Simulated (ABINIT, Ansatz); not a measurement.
# In2O3 (R-3c): one start, several treatments of the self-energy

Aim: compare treatments of exchange, screening and correlation for the gap of In2O3 (R-3c).

Method: LDA and many-body steps on it, plane waves, in ABINIT 10.8.3.

**Experimental background.**

- Gap 3.08 eV: optical gap from linear extrapolation of the absorption edge; UV-visible absorption, Tauc-type extrapolation; powder (hydrothermally grown microspheres, annealed at 400 C) (“Fabrication and performance enhancement of an In2O3/BiVO4 heterojunction for N-butanol gas sensing applications”, 2024, pmc:11650617).

### 1. The structure

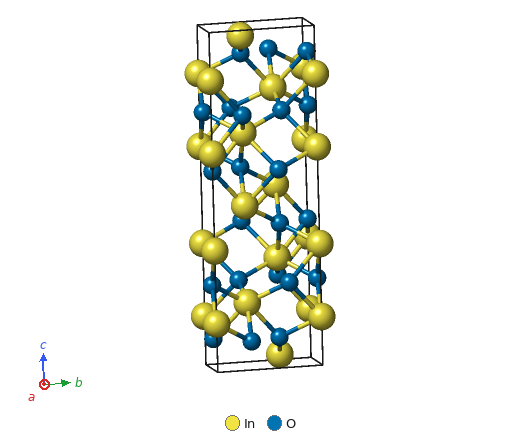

The cell as given, slightly off an axis (indium yellow, oxygen blue). This picture shows the conventional cell, with its axes. Some periodic images of atoms are drawn too.

The cell and positions come from the Crystallography Open Database and are kept as given unless a step says otherwise. This is not the form that In2O3 usually takes at ambient conditions.

### 2. Empty states on the mesh, 4×4×4 mesh, 249 bands

This step: ABINIT 10.8.3; DFT, LDA, plane waves, norm-conserving pseudopotentials.

The sums over transitions need many empty states on a uniform mesh; this step solves for them.

Input file run.abi:

```
acell 3*1.0 Angstrom
rprim 
  2.743499999981 1.583960463511 4.836666666700
  -2.743499999981 1.583960463511 4.836666666700
  -0.000000000000 -3.167920927022 4.836666666700
ntypat 2
znucl 49 8
natom 10
typat 1 1 1 1 2 2 2 2 2 2
xred 
  0.357310000000 0.357310000000 0.357310000000
  0.142690000000 0.142690000000 0.142690000000
  0.642690000000 0.642690000000 0.642690000000
  0.857310000000 0.857310000000 0.857310000000
  0.548000000000 0.952000000000 0.250000000000
  0.250000000000 0.548000000000 0.952000000000
  0.952000000000 0.250000000000 0.548000000000
  0.452000000000 0.048000000000 0.750000000000
  0.750000000000 0.452000000000 0.048000000000
  0.048000000000 0.750000000000 0.452000000000
pp_dirpath "pseudos"
pseudos "In.upf, O.upf"
ecut 42
ngkpt 4 4 4
nshiftk 1
shiftk 0 0 0
kptopt 1
chksymbreak 0
iscf -2
irdden 1
istwfk *1
nband 249
nbdbuf 22
tolwfr 1e-09
nstep 60
prtvol 0
indata_prefix "in"
outdata_prefix "out"
tmpdata_prefix "tmp"
```

Launch:

```bash
> OMP_NUM_THREADS=1 mpirun -n 4 abinit run.abi > log
```

Numbers of over 12 decimals in the logs are rounded to 6 here.

Log:

```text
.Version 10.8.3 of ABINIT. v10.8.2 released Aug 2026.

 Symmetries : space group R-3 c (#167); Bravais hR (rhombohedral)
[... echo of the input left out ...]
== DATASET  1 ==================================================================
-   mpi_nproc: 4, omp_nthreads: 1 (-1 if OMP is not activated)

--- !DatasetInfo
iteration_state: {dtset: 1, }
dimensions: {natom: 10, nkpt: 13, mband: 249, nsppol: 1, nspinor: 1, nspden: 1, mpw: 11092, }
cutoff_energies: {ecut:  42.0, pawecutdg:  -1.0, }
[...]
2.60945    2.62476    2.62932    2.64576    2.65044    2.65292    2.65292    2.69564
   2.69565    2.71580    2.72771    2.72789    2.73036    2.73063    2.73811    2.76480
   2.77547
 prteigrs : prtvol=0 or 1, do not print more k-points.

== END DATASET(S) ==============================================================
================================================================================

 -outvars: echo values of variables after computation  --------
            nband         249
             nkpt          13
          spgroup         167
 [... the other variables as echoed above ...]

 Calculation completed.
```

Elapsed: 11 min, on 4 MPI ranks of Arm Neoverse V1, shared host; peak memory 0.96 GiB.

Numbers from this step:

| Item | Value |
| --- | --- |
| gap | 1.199 eV |
| k of the valence top | 0.25, 0, 0 |
| k of the conduction bottom | 0, 0, 0 |
| least direct gap | 1.246 eV |
| k points computed | 13 |
| lowest point of the top converged band, above the valence top | 63.2921 eV |

On this mesh the gap is 1.199 eV.

The density comes from a self-consistent run that is not shown.

### 3. Screening, 4×4×4 mesh, 128 bands, screening to 98 eV

The RPA dielectric matrix is built and inverted for each q.

This step: RPA screening on LDA, plane waves, norm-conserving pseudopotentials.

run.abi, as its differences from that of step 2:

```diff
@@ -28,10 +28,11 @@
 chksymbreak 0
-iscf -2
-irdden 1
 istwfk *1
-nband 249
-nbdbuf 22
-tolwfr 1e-09
-nstep 60
-prtvol 0
+occopt 1
+irdwfk 1
+optdriver 3
+nband 128
+ecuteps 3.6
+inclvkb 2
+awtr 1
+symchi 1
 indata_prefix "in"
```

Log:

```text
.Version 10.8.3 of ABINIT. v10.8.2 released Aug 2026.

 Symmetries : space group R-3 c (#167); Bravais hR (rhombohedral)
[... echo of the input left out ...]
== DATASET  1 ==================================================================
-   mpi_nproc: 4, omp_nthreads: 1 (-1 if OMP is not activated)

--- !DatasetInfo
iteration_state: {dtset: 1, }
dimensions: {natom: 10, nkpt: 13, mband: 128, nsppol: 1, nspinor: 1, nspden: 1, mpw: 11092, }
cutoff_energies: {ecut:  42.0, pawecutdg:  -1.0, }
electrons: {nelect:   1.20000000E+02, charge:   0.00000000E+00, occopt:   1.00000000E+00, tsmear:   1.00000000E-02, }

 SCREENING: Calculation of the susceptibility and dielectric matrices

 Based on a program developped by R.W. Godby, V. Olevano, G. Onida, and L. Reining.
 Incorporated in ABINIT by V. Olevano, G.-M. Rignanese, and M. Torrent.
.Using double precision arithmetic ; gwpc =  8

[... cell and pseudopotentials left out ...]
--------------------------------------------------------------------------------

 ==== K-mesh for the wavefunctions ====
 Number of points in the irreducible wedge :    13
[... list of points left out ...]
 Together with 12 symmetry operations and time-reversal symmetry
 yields    64 points in the full Brillouin Zone.

 ==== Q-mesh for the screening function ====
 Number of points in the irreducible wedge :    13
[... list of points left out ...]
 Together with 12 symmetry operations and time-reversal symmetry
 yields    64 points in the full Brillouin Zone.

 setmesh: FFT mesh size selected  =    48x   48x   48
          total number of points  =       110592

 vcoul_init : cutoff-mode = AUXILIARY_FUNCTION
 q-points for optical limit:   1
     1)      0.000010    0.000020    0.000030

- screening: taking advantage of time-reversal symmetry
- Maximum band index for partially occupied states nbvw = 60
- Remaining bands to be divided among processors   nbcw = 68
- Number of bands treated by each node ~17

 Number of electrons calculated from density =  120.0000; Expected =  120.0000
 average of density, n =  0.141006
 r_s =    1.1919
 omega_plasma =   36.2222 [eV]

 calculating chi0 at frequencies [eV] :
  1    0.000000E+00    0.000000E+00
  2    0.000000E+00    3.622218E+01

--------------------------------------------------------------------------------
  q-point number  1        q = ( 0.000000, 0.000000, 0.000000) [r.l.u.]
--------------------------------------------------------------------------------
[... chi0 elements left out ...]
 For q-point:  0.000010 0.000020 0.000030
  dielectric constant =   5.0559
  dielectric constant without local fields =   5.2396

  Average fulfillment of the sum rule on Im[epsilon] for q-point    1 :     26.86  [%]
[... wings left out ...]
  q-point number  2        q = ( 0.250000, 0.000000, 0.000000) [r.l.u.]
--------------------------------------------------------------------------------
[... chi0 elements left out ...]
  Average fulfillment of the sum rule on Im[epsilon] for q-point    2 :     35.79  [%]

 [... 11 further q-points ...]
```

Elapsed: 25 min, on 4 MPI ranks; peak memory 8.2 GiB; 1.6 h of CPU time.

This step gave:

- ε∞ with local fields, on this mesh, along the program's q direction: 5.056
- the same without local fields: 5.240
- plasma frequency: 36.22 eV
- plane waves in the screening matrix: 277

Local fields lower ε∞ by 4 %.

### 4. G0W0, Godby-Needs plasmon pole

The self-energy is evaluated for the states that the input lists, and the levels follow from it, in one-shot runs by the linearised quasiparticle equation.

This step: G0W0 on LDA, plane waves, norm-conserving pseudopotentials.

run.abi, as its differences from that of step 3:

```diff
@@ -31,8 +31,17 @@
 irdwfk 1
-optdriver 3
+optdriver 4
 nband 128
+gwcalctyp 0
+ecutsigx 42
+symsigma 1
+nkptgw 2
+kptgw 
+  0.2500000000 0.0000000000 0.0000000000
+  0.0000000000 0.0000000000 0.0000000000
+bdgw 
+  59 62
+  59 62
 ecuteps 3.6
-inclvkb 2
-awtr 1
-symchi 1
+irdscr 1
+ppmodel 1
 indata_prefix "in"
```

Log:

```text
.Version 10.8.3 of ABINIT. v10.8.2 released Aug 2026.

 Symmetries : space group R-3 c (#167); Bravais hR (rhombohedral)
[... echo of the input left out ...]
== DATASET  1 ==================================================================
-   mpi_nproc: 4, omp_nthreads: 1 (-1 if OMP is not activated)

--- !DatasetInfo
iteration_state: {dtset: 1, }
dimensions: {natom: 10, nkpt: 13, mband: 128, nsppol: 1, nspinor: 1, nspden: 1, mpw: 11092, }
cutoff_energies: {ecut:  42.0, pawecutdg:  -1.0, }
electrons: {nelect:   1.20000000E+02, charge:   0.00000000E+00, occopt:   1.00000000E+00, tsmear:   1.00000000E-02, }

 SIGMA: Calculation of the GW corrections

 Based on a program developped by R.W. Godby, V. Olevano, G. Onida, and L. Reining.
 Incorporated in ABINIT by V. Olevano, G.-M. Rignanese, and M. Torrent.
.Using double precision arithmetic ; gwpc =  8

[... cell and pseudopotentials left out ...]
--------------------------------------------------------------------------------

 ==== K-mesh for the wavefunctions ====
 Number of points in the irreducible wedge :    13
[... list of points left out ...]
 Together with 12 symmetry operations and time-reversal symmetry
 yields    64 points in the full Brillouin Zone.

 ==== Q-mesh for screening function ====
 Number of points in the irreducible wedge :    13
[... list of points left out ...]
 Together with 12 symmetry operations and time-reversal symmetry
 yields    64 points in the full Brillouin Zone.

 vcoul_init : cutoff-mode = AUXILIARY_FUNCTION
 q-points for optical limit:   1
     1)      0.000010    0.000020    0.000030
 setmesh: FFT mesh size selected  =    64x   64x   64
          total number of points  =       262144

 Number of electrons calculated from density =  120.0000; Expected =  120.0000
 average of density, n =  0.141006
 r_s =    1.1919
 omega_plasma =   36.2222 [eV]

 === KS Band Gaps ===
  >>>> For spin  1
   Minimum direct gap =   1.2462 [eV], located at k-point      :   0.0000  0.0000  0.0000
   Fundamental gap    =   1.1993 [eV], Top of valence bands at :   0.2500  0.0000  0.0000
                                       Bottom of conduction at :   0.0000  0.0000  0.0000
 SIGMA fundamental parameters:
 PLASMON POLE MODEL  1
 number of plane-waves for SigmaX                11031
 number of plane-waves for SigmaC and W            277
 number of plane-waves for wavefunctions         11031
 number of bands                                   128
 number of independent spin polarizations            1
 number of spinorial components                      1
 number of k-points in IBZ                          13
 number of q-points in IBZ                          13
 number of symmetry operations                      12
 number of k-points in BZ                           64
 number of q-points in BZ                           64
 number of frequencies for dSigma/dE                 9
 frequency step for dSigma/dE [eV]                0.25
 number of omega for Sigma on real axis              0
 max omega for Sigma on real axis  [eV]           0.00
 zcut for avoiding poles [eV]                     0.10

 EPSILON^-1 parameters (SCR file):
 dimension of the eps^-1 matrix on file            277
 dimension of the eps^-1 matrix used               277
 number of plane-waves for wavefunctions         11031
 number of bands                                   128
 number of q-points in IBZ                          13
 number of frequencies                               2
 number of real frequencies                          1
 number of imag frequencies                          1

 matrix elements of self-energy operator (all in [eV])

 Perturbative Calculation

--- !SelfEnergy_ee
iteration_state: {dtset: 1, }
kpoint     : [   0.250,    0.000,    0.000, ]
spin       : 1
KS_gap     :    2.787
QP_gap     :    4.380
Delta_QP_KS:    1.593
data: !SigmaeeData |
     Band     E0 <VxcDFT>   SigX SigC(E0)      Z dSigC/dE  Sig(E)    E-E0       E
       59   4.998 -20.100 -25.451   5.169   0.781  -0.281 -20.242  -0.142   4.856
       60   5.164 -20.301 -25.627   5.165   0.781  -0.281 -20.427  -0.126   5.038
       61   7.951 -16.821 -13.220  -1.821   0.824  -0.213 -15.354   1.467   9.418
       62  10.984 -16.835 -11.233  -2.929   0.830  -0.205 -14.617   2.218  13.202

--- !SelfEnergy_ee
iteration_state: {dtset: 1, }
kpoint     : [   0.000,    0.000,    0.000, ]
spin       : 1
KS_gap     :    1.246
QP_gap     :    2.701
Delta_QP_KS:    1.454
data: !SigmaeeData |
     Band     E0 <VxcDFT>   SigX SigC(E0)      Z dSigC/dE  Sig(E)    E-E0       E
       59   5.117 -20.966 -26.027   4.927   0.786  -0.273 -21.071  -0.105   5.012
       60   5.117 -20.966 -26.027   4.927   0.786  -0.273 -21.071  -0.105   5.012
       61   6.363 -15.066 -11.194  -2.267   0.841  -0.189 -13.716   1.349   7.712
       62  10.594 -13.715  -8.361  -3.263   0.841  -0.190 -11.957   1.758  12.351

== END DATASET(S) ==============================================================
================================================================================

 -outvars: echo values of variables after computation  --------
           etotal      0.0000000000E+00
            nband         128
             nkpt          13
          spgroup         167
 [... the other variables as echoed above ...]

 Calculation completed.
```

Wall time 54 s (4 MPI ranks); peak memory 4.5 GiB.

This step gave:

```yaml
g0w0_gap_on_the_points_computed: 2.674 eV
starting_gap_on_the_mesh: 1.199 eV
k_of_the_valence_top: 0.25, 0, 0
k_of_the_conduction_bottom: 0, 0, 0
z_at_the_valence_top: 0.781
z_at_the_conduction_bottom: 0.841
least_direct_g0w0_gap_on_the_computed_points: 2.7 eV
```

The gap on the mesh goes from 1.20 eV to 2.67 eV, a correction of +1.47 eV.

### 5. G0W0, von der Linden-Horsch plasmon pole

run.abi, as its differences from that of step 4:

```diff
@@ -45,3 +45,3 @@
 irdscr 1
-ppmodel 1
+ppmodel 3
 indata_prefix "in"
```

Log:

```text
.Version 10.8.3 of ABINIT. v10.8.2 released Aug 2026.

 Symmetries : space group R-3 c (#167); Bravais hR (rhombohedral)
[... echo of the input left out ...]
== DATASET  1 ==================================================================
-   mpi_nproc: 4, omp_nthreads: 1 (-1 if OMP is not activated)

--- !DatasetInfo
iteration_state: {dtset: 1, }
dimensions: {natom: 10, nkpt: 13, mband: 128, nsppol: 1, nspinor: 1, nspden: 1, mpw: 11092, }
cutoff_energies: {ecut:  42.0, pawecutdg:  -1.0, }
electrons: {nelect:   1.20000000E+02, charge:   0.00000000E+00, occopt:   1.00000000E+00, tsmear:   1.00000000E-02, }

 SIGMA: Calculation of the GW corrections

 Based on a program developped by R.W. Godby, V. Olevano, G. Onida, and L. Reining.
 Incorporated in ABINIT by V. Olevano, G.-M. Rignanese, and M. Torrent.
.Using double precision arithmetic ; gwpc =  8

[... cell and pseudopotentials left out ...]
--------------------------------------------------------------------------------

 ==== K-mesh for the wavefunctions ====
 Number of points in the irreducible wedge :    13
[... list of points left out ...]
 Together with 12 symmetry operations and time-reversal symmetry
 yields    64 points in the full Brillouin Zone.

 ==== Q-mesh for screening function ====
 Number of points in the irreducible wedge :    13
[... list of points left out ...]
 Together with 12 symmetry operations and time-reversal symmetry
 yields    64 points in the full Brillouin Zone.

 vcoul_init : cutoff-mode = AUXILIARY_FUNCTION
 q-points for optical limit:   1
     1)      0.000010    0.000020    0.000030
 setmesh: FFT mesh size selected  =    64x   64x   64
          total number of points  =       262144

 Number of electrons calculated from density =  120.0000; Expected =  120.0000
[...]
number of omega for Sigma on real axis              0
 max omega for Sigma on real axis  [eV]           0.00
 zcut for avoiding poles [eV]                     0.10

 EPSILON^-1 parameters (SCR file):
 dimension of the eps^-1 matrix on file            277
 dimension of the eps^-1 matrix used               277
 number of plane-waves for wavefunctions         11031
 number of bands                                   128
 number of q-points in IBZ                          13
 number of frequencies                               2
 number of real frequencies                          1
 number of imag frequencies                          1

 matrix elements of self-energy operator (all in [eV])

 Perturbative Calculation

--- !SelfEnergy_ee
iteration_state: {dtset: 1, }
kpoint     : [   0.250,    0.000,    0.000, ]
spin       : 1
KS_gap     :    2.787
QP_gap     :    4.424
Delta_QP_KS:    1.637
data: !SigmaeeData |
     Band     E0 <VxcDFT>   SigX SigC(E0)      Z dSigC/dE  Sig(E)    E-E0       E
       59   4.998 -20.100 -25.451   5.141   0.853  -0.173 -20.279  -0.179   4.819
       60   5.164 -20.301 -25.627   5.152   0.852  -0.173 -20.449  -0.148   5.015
       61   7.951 -16.821 -13.220  -1.916   0.883  -0.132 -15.332   1.489   9.439
[...]
--- !SelfEnergy_ee
iteration_state: {dtset: 1, }
kpoint     : [   0.000,    0.000,    0.000, ]
spin       : 1
KS_gap     :    1.246
QP_gap     :    2.594
Delta_QP_KS:    1.348
data: !SigmaeeData |
     Band     E0 <VxcDFT>   SigX SigC(E0)      Z dSigC/dE  Sig(E)    E-E0       E
[...]
61   6.363 -15.066 -11.194  -2.479   0.897  -0.115 -13.817   1.249   7.612
       62  10.594 -13.715  -8.361  -3.415   0.900  -0.111 -11.969   1.745  12.339

== END DATASET(S) ==============================================================
================================================================================

 -outvars: echo values of variables after computation  --------
           etotal      0.0000000000E+00
            nband         128
             nkpt          13
          spgroup         167
 [... the other variables as echoed above ...]

 Calculation completed.
```

The job ended after 35 s (4 MPI ranks; peak memory 4.4 GiB; 2.3 min of CPU time).

This step gave:

```yaml
g0w0_gap_on_the_points_computed: 2.594 eV
starting_gap_on_the_mesh: 1.199 eV
k_of_the_valence_top: 0, 0, 0
k_of_the_conduction_bottom: 0, 0, 0
z_at_the_valence_top: 0.855
z_at_the_conduction_bottom: 0.897
least_direct_g0w0_gap_on_the_computed_points: 2.594 eV
```

Against G0W0 in ABINIT (4×4×4 mesh, 128 bands, screening to 98 eV, Godby-Needs plasmon pole), the gap moves by −0.080 eV.

[end of part 1 of 2]

[Paths, hosts, dates, memory and timing lines, banners, echoed tables and standing remarks are left out of the program output.]

[Logs are printed without paths, hosts, clocks, repeated set-up lines and the standing remarks that a program may print on its own settings, such as how far it seeks lower states.]

[Runs of the session that timed out or met a known fault of the program may be left out.]

[Hosts, paths, dates, database ids (printed as entryN), source tags and the programs' standing remarks are cut or masked in the printed files.]

[G0W0 gaps are taken among the corrected bands and points alone; a level outside them can change the order at an edge.]

[Where Ansatz stands beside ABINIT at settings called matched, ABINIT's density can come from a denser mesh and the files from another edition; pairs whose starting gaps differed by over 0.03 eV were left out, so agreement reads better than it is.]
